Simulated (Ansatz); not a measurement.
## Electronic structure of C$_{2}$H$_{7}$OPSi (SMILES C=C(O)[SiH2]P) in real space

Input

```
crystal:
  periodic: [false, false, false]
  atoms:
    - {symbol: C, position_ang: [1.372753, -1.189019, 0.582796]}
    - {symbol: C, position_ang: [0.201220, -0.553250, 0.581035]}
    - {symbol: O, position_ang: [-0.981660, -1.129225, 0.928576]}
    - {symbol: Si, position_ang: [0.028823, 1.244955, 0.066035]}
    - {symbol: P, position_ang: [-1.297934, 1.546493, -1.728649]}
    - {symbol: H, position_ang: [1.465170, -2.234386, 0.870336]}
    - {symbol: H, position_ang: [2.277671, -0.671436, 0.295743]}
    - {symbol: H, position_ang: [-0.832169, -2.049982, 1.173704]}
    - {symbol: H, position_ang: [-0.556002, 2.031670, 1.183605]}
    - {symbol: H, position_ang: [1.389848, 1.750161, -0.246433]}
    - {symbol: H, position_ang: [-0.679581, 0.500748, -2.465801]}
    - {symbol: H, position_ang: [-2.311337, 0.698173, -1.206944]}
basis:
  gaussian: {orbitals: def2-TZVPP}
hamiltonian: {xc: pbe0, dispersion: d4}
output: {orbitals: {seedname: orbitals}}
```

Launched as:

```sh
ansatz run in.yaml --threads 4 --pin off --events-out ev --progress --plain --max-ram 10444MiB
```

Geometry: PBE0-D4/def2-TZVP.

Method: RKS PBE0-D4/def2-TZVPP (Ansatz 0.2.0).

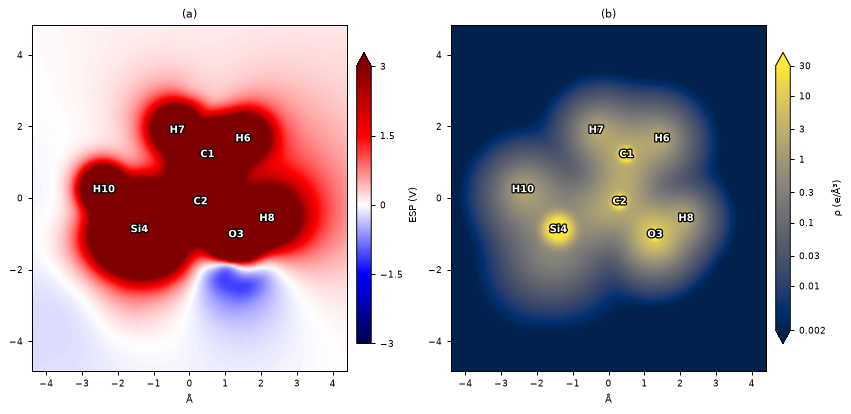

Figure 1. (a) electrostatic potential; (b) total electron density on the plane of atoms C2, C1 and H6.

Interpret the plot.

Answer.
- Atoms in the plane: C, O, Si and H.
- C–C (1.33 Å): ρ at the midpoint is about 2.4 e/Å³.
- C–O (1.36 Å): the density is about 2.3 e/Å³ at the midpoint, with its minimum of 2 e/Å³ about 0.5 Å from C.
- C–Si (1.88 Å): ρ is about 0.98 e/Å³ halfway.
- O–H (0.96 Å): ρ at the midpoint is about 3.8 e/Å³.
- C–H (1.08 Å): the density is about 2 e/Å³ at the midpoint.
- Outside the dense part of the molecule the potential is most negative (−1.1 V) near O3.

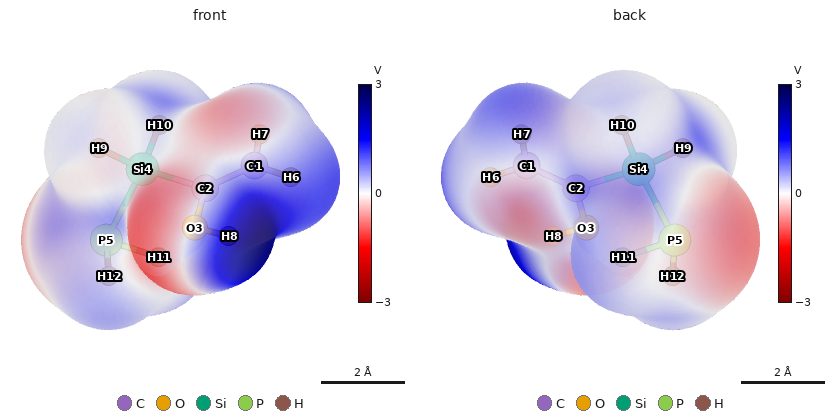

Figure 2. The electrostatic potential painted on the density surface at 0.002 e/bohr³, seen from the front and from behind; red is negative and blue positive.

Which sites attract a positive test charge, and which a negative one?

Answer. A positive charge is drawn to the negative regions and a negative charge to the positive ones. The most negative region (about −1.0 V) lies over O3, the most positive (about +2.6 V) over H8. O3 is the likeliest acceptor of a hydrogen bond.
